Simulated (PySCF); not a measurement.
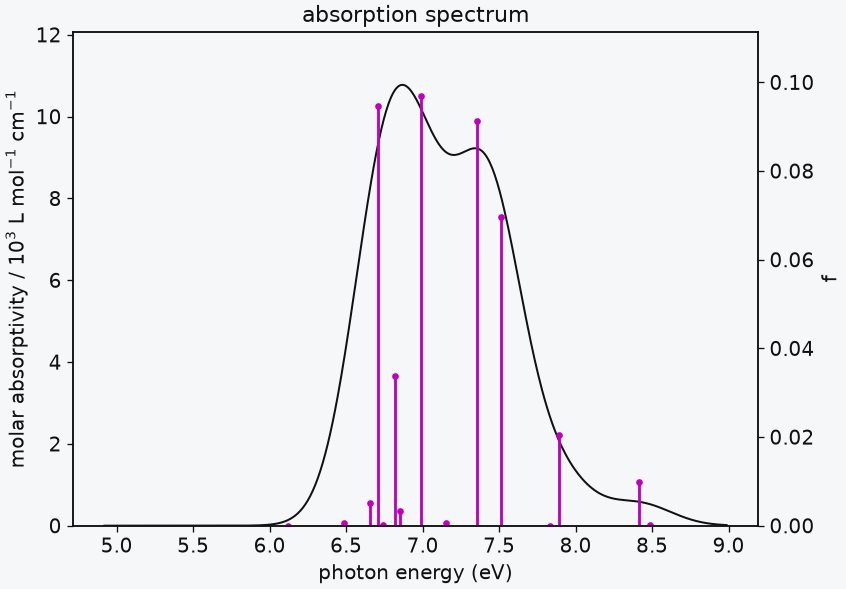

Vertical TDDFT excitations, ωB97X-D/def2-SVPD in PySCF, at a PBE0-D3(BJ)/def2-SVP geometry (no frequency check), gas phase. The lowest 15 singlet states are shown; each is broadened by a Gaussian of 1/e half-width 0.30 eV. Sticks give oscillator strengths (right axis).

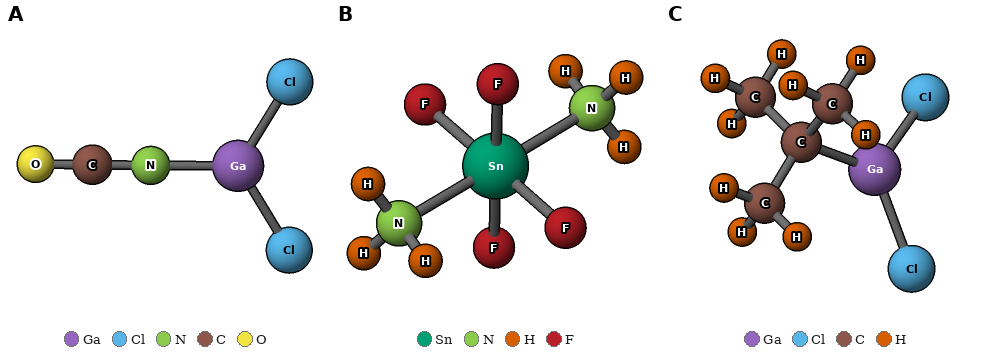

Which molecule gives this spectrum? Choose among the lettered structures.

Structure A, CCl₂GaNO, singlet. Its lowest singlet lies at 6.12 eV (f = 0.000) and the brightest of those computed is S8 at 6.99 eV (177 nm), f = 0.097, mainly HOMO−4 → LUMO (88 %).

Known limits of this run: one conformer of a flexible molecule; core orbitals are frozen in the response.
